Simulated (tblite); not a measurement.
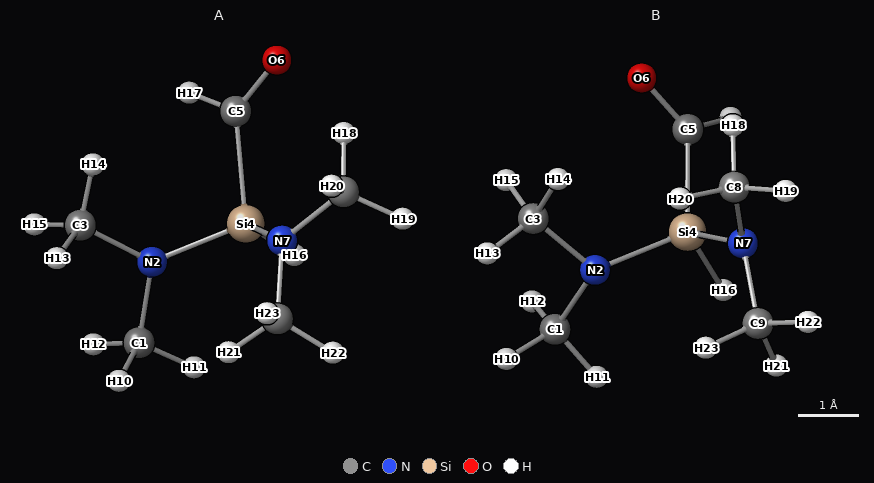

Two geometries of C₅H₁₄N₂OSi, drawn at one scale. One is the start of a relaxation, the other its converged end. Style: ball-and-stick. Shown from a free direction.

These are results of tblite, GFN2-xTB geometry optimisation, gas phase, not measurements. 

> Which one is relaxed?

Structure A is the relaxed one. The atom that moves furthest after the best rigid fit is H21 (2.00 Å). Largest moves by element: H 2.00 Å, O 1.42 Å, C 0.82 Å, N 0.56 Å, Si 0.25 Å. Among the contacts that change: Si4–C5 1.863 → 1.914 Å, C1–N2 1.484 → 1.439 Å, N7–C9 1.476 → 1.446 Å, C5–O6 1.235 → 1.205 Å. Among the angles between lasting bonds that change: N2–Si4–N7 103.5° → 114.7°, N7–Si4–H16 105.1° → 116.2°, N2–Si4–C5 115.8° → 105.2°. Groups turn about Si4–C5 by about 110°. After 276 geometry steps the energy has fallen by 55.2 kJ/mol. Cost: 4.5 s on 1 thread of Arm Neoverse N1, on a shared host.
